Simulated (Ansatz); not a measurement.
The starting structures come from a database of crystals and need not be the phases stable at ambient conditions.

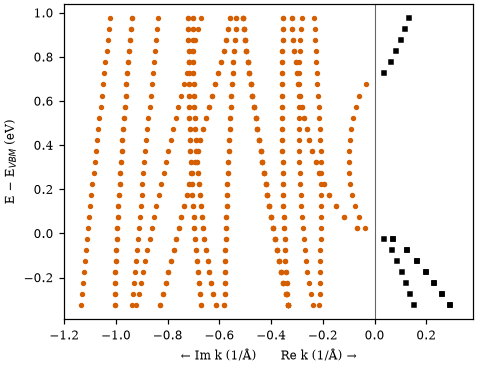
Complex bands at the centre of the two-dimensional zone; r2SCAN run with Ansatz (an electronic-structure program)

The gap is the functional's own, uncorrected, and κ follows it; spin-orbit coupling is left out. Mid-gap values are interpolated between the computed energies.

Q: This is Y2ZnSe4 (Fd-3m, spinel, not sure to be the ambient phase, 14 atoms a cell, 27.6 Å³ an atom) along the normal of (001). Read off the slowest decay at the centre of the two-dimensional zone at 0.33 eV, the computed energy nearest the middle of the gap.

A: κ ≈ 0.10 1/Å, a decay length 1/(2κ) of the density of 5.0 Å.
